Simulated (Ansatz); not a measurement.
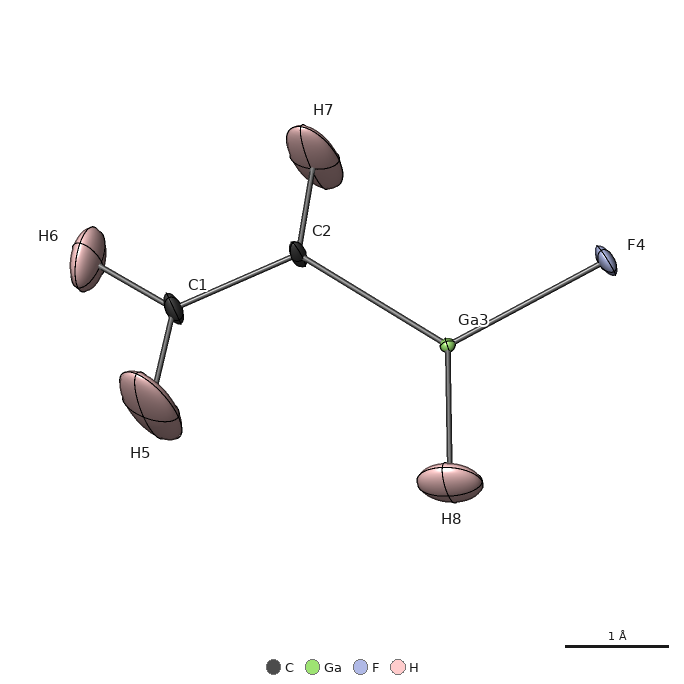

Displacement ellipsoids at the 50 % level, from the internal vibrations of the free molecule (harmonic, no overall translation or rotation; no half-axis is drawn under 0.075 Å). Vibrations computed with RKS PBE0-D4/def2-TZVP (Ansatz 0.2.0). Temperature: 298 K.

Which atom moves most?

H5, with U_eq = 0.0734 Å².

Does H7 move more along its bond or across it?

Across it: the root-mean-square amplitude is 0.086 Å along the bond and up to 0.395 Å across, since bending and torsion are softer than stretching.

List U_eq and the three principal root-mean-square amplitudes for each kind of atom.

```json
{"atom": "C1", "U_eq (Å²)": "0.0106", "rms amplitudes (Å)": "0.052, 0.093, 0.143"}
{"atom": "C2", "U_eq (Å²)": "0.0090", "rms amplitudes (Å)": "0.050, 0.052, 0.147"}
{"atom": "Ga3", "U_eq (Å²)": "0.0010", "rms amplitudes (Å)": "0.016, 0.033, 0.042"}
{"atom": "F4", "U_eq (Å²)": "0.0086", "rms amplitudes (Å)": "0.036, 0.109, 0.112"}
{"atom": "H5", "U_eq (Å²)": "0.0734", "rms amplitudes (Å)": "0.091, 0.206, 0.412"}
{"atom": "H6", "U_eq (Å²)": "0.0330", "rms amplitudes (Å)": "0.092, 0.205, 0.220"}
{"atom": "H7", "U_eq (Å²)": "0.0633", "rms amplitudes (Å)": "0.084, 0.164, 0.395"}
{"atom": "H8", "U_eq (Å²)": "0.0309", "rms amplitudes (Å)": "0.096, 0.199, 0.210"}
```
